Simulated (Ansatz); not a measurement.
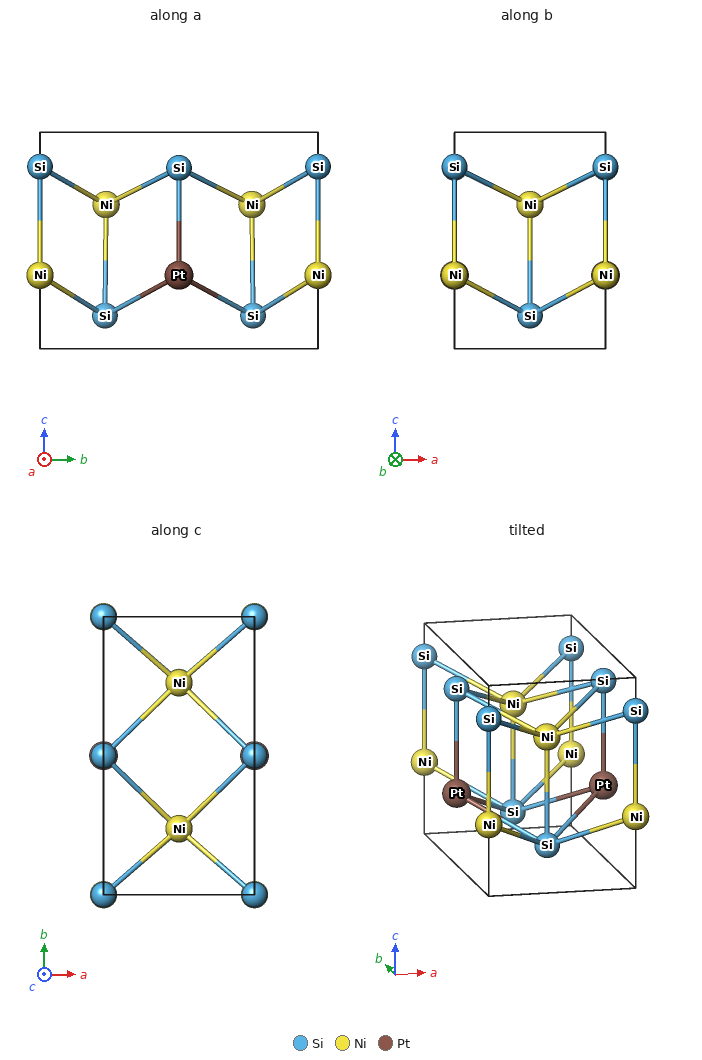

A ball-and-stick picture of a crystal structure, seen along the a axis, along the b axis, along the c axis and slightly off an axis. The frame is the conventional unit cell; atoms at its boundary are shown with their periodic copies.

Lattice parameters: a = 3.3603 Å, b = 6.1886 Å, c = 4.8194 Å, α = 90.000°, β = 90.000°, γ = 90.000°.

### Record the structure as a CIF with its space group and independent sites, with free fractional coordinates to two decimals.

```cif
data_structure
_symmetry_space_group_name_H-M 'P m m 2'
_symmetry_Int_Tables_number 25
_cell_length_a 3.3603
_cell_length_b 6.1886
_cell_length_c 4.8194
_cell_angle_alpha 90.000
_cell_angle_beta 90.000
_cell_angle_gamma 90.000
_cell_volume 100.22
loop_
_atom_site_label
_atom_site_type_symbol
_atom_site_symmetry_multiplicity
_atom_site_Wyckoff_symbol
_atom_site_fract_x
_atom_site_fract_y
_atom_site_fract_z
_atom_site_occupancy
Si1 Si 2 h 0.50 0.23 0.15 1
Si2 Si 1 a 0.00 0.00 0.84 1
Si3 Si 1 b 0.00 0.50 0.84 1
Ni1 Ni 2 h 0.50 0.24 0.67 1
Ni2 Ni 1 a 0.00 0.00 0.34 1
Pt1 Pt 1 b 0.00 0.50 0.34 1
```

The cell started as a structure type filled with these elements by a generator (whether the compound takes this form wasn't checked). Earlier steps of the study may have refined or changed the cell and positions. Ansatz was used for an electronic-structure calculation on it.
